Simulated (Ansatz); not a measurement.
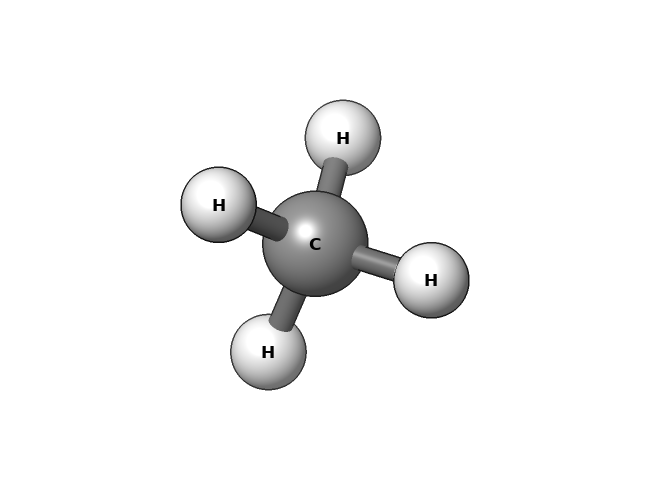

Rendered structure (ball-and-stick style).

The computed structure is the end point of a PBE0-D4/def2-TZVP optimisation.

Describe the molecule.

It has 5 atoms: 1 carbon and 4 hydrogen (CH₄). This geometry has Td symmetry. Coordination: 1 C tetrahedral.

The parts below concern this one geometry. Atoms keep their numbers from picture to picture.

**Shape**

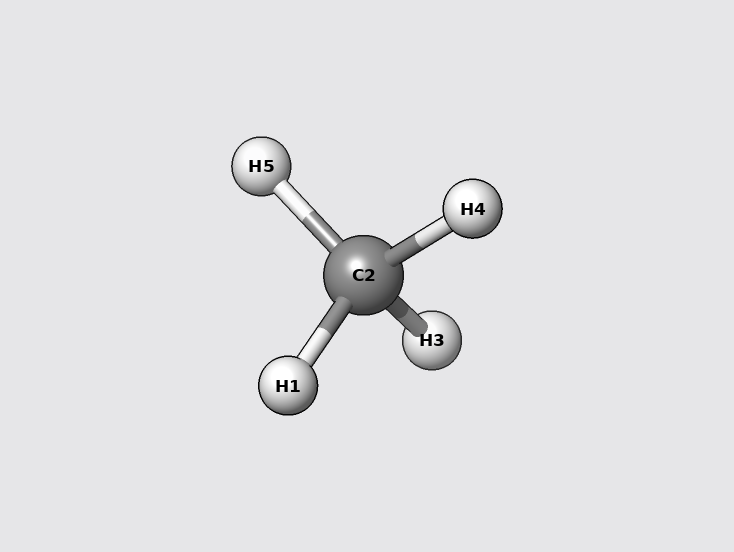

Atoms carry their numbers in the input.

Estimate the angles H1–C2–H3.

```tsv
angle	degrees
H1–C2–H3	109.5
```

**Vibrations**

Harmonic vibrations computed with RKS PBE0-D4/def2-TZVP (Ansatz 0.2.0) at a stationary point of the same level.

Question: How many vibrational modes are there, and where do they lie?

Answer: 9 modes: 1326, 1326, 1326, 1551, 1551, 3047, 3168, 3168, 3168 cm⁻¹.

**Charges**

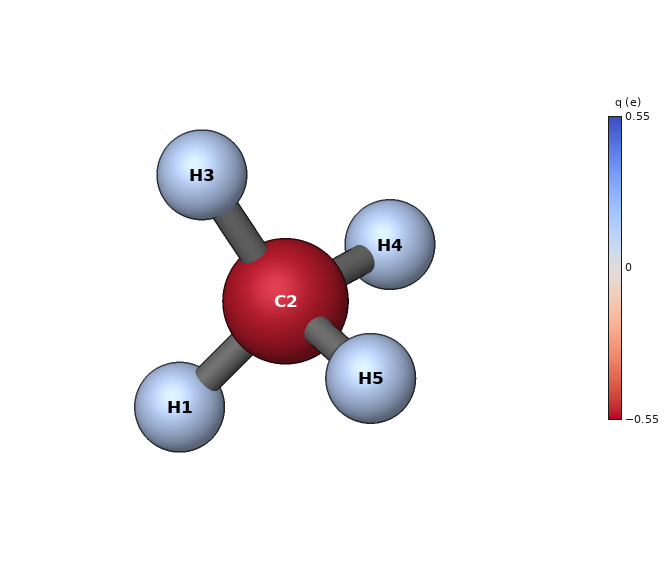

Atoms are coloured by their Mulliken charges. Level of theory: RKS PBE0-D4/def2-TZVP (Ansatz 0.2.0).

Give the Mulliken charges atom by atom.

```tsv
atom	value (e)
H1	0.13
C2	−0.53
H3	0.13
H4	0.13
H5	0.13
```

**Thermal motion**

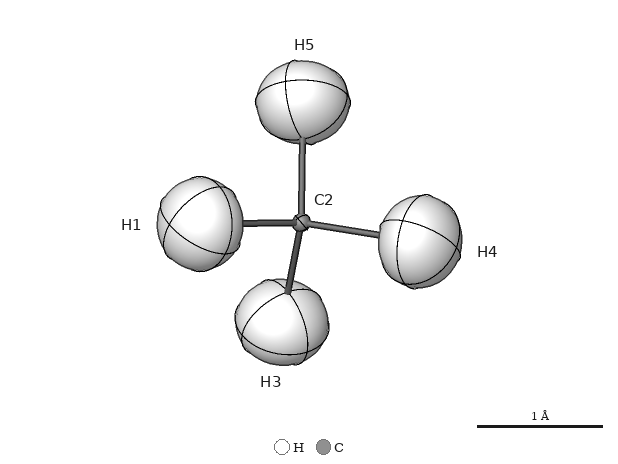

Displacement ellipsoids at the 50 % level, enlarged 3 times, from the internal vibrations of the free molecule (harmonic, no overall translation or rotation; no half-axis is drawn under 0.075 Å). Vibrations computed with RKS PBE0-D4/def2-TZVP (Ansatz 0.2.0). Temperature: 200 K.

Question: Which atom has the largest mean-square displacement?

Answer: H1, H3, H4, H5, with U_eq = 0.0061 Å².

List U_eq and the three principal root-mean-square amplitudes for each kind of atom.

| atom | U_eq (Å²) | rms amplitudes (Å) |
| --- | --- | --- |
| H1, H3, H4, H5 | 0.0061 | 0.071, 0.081, 0.081 |
| C2 | 0.00021 | 0.014, 0.014, 0.014 |

Mulliken values depend strongly on the basis set and can even reverse the polarity of a bond.
